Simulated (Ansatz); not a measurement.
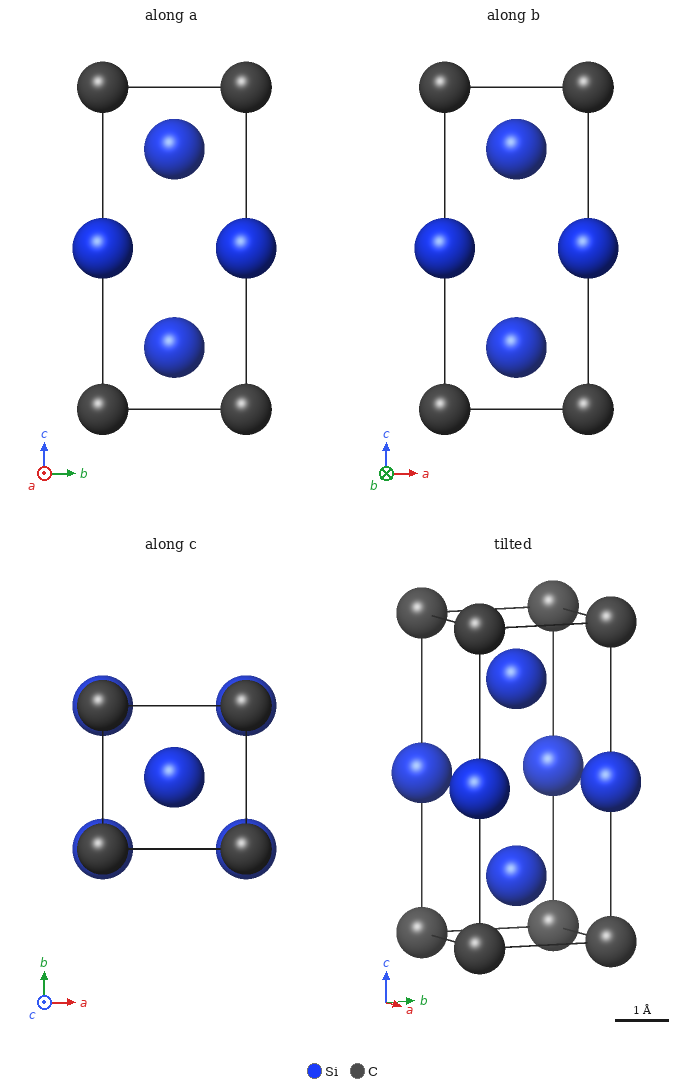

Structure drawing (spheres-only), viewed along the a axis, along the b axis, along the c axis and slightly off an axis. The outline marks the conventional unit cell.

Lattice parameters: a = 2.7457 Å, b = 2.7457 Å, c = 6.1659 Å, α = 90.000°, β = 90.000°, γ = 90.000°.

From the views, write a CIF in P1 with every atom of the cell, with free fractional coordinates to two decimals.

```cif
data_structure
_symmetry_space_group_name_H-M 'P 1'
_symmetry_Int_Tables_number 1
_cell_length_a 2.7457
_cell_length_b 2.7457
_cell_length_c 6.1659
_cell_angle_alpha 90.000
_cell_angle_beta 90.000
_cell_angle_gamma 90.000
_cell_volume 46.48
loop_
_atom_site_label
_atom_site_type_symbol
_atom_site_fract_x
_atom_site_fract_y
_atom_site_fract_z
_atom_site_occupancy
Si1 Si 0.50 0.50 0.19 1
Si2 Si 0.00 0.00 0.50 1
Si3 Si 0.50 0.50 0.81 1
C1 C 0.00 0.00 0.00 1
```

Origin of the cell: a structure type filled with these elements by a generator (whether the compound takes this form wasn't checked). Earlier steps of the study may have refined or changed the cell and positions. It went into a calculation with Ansatz.
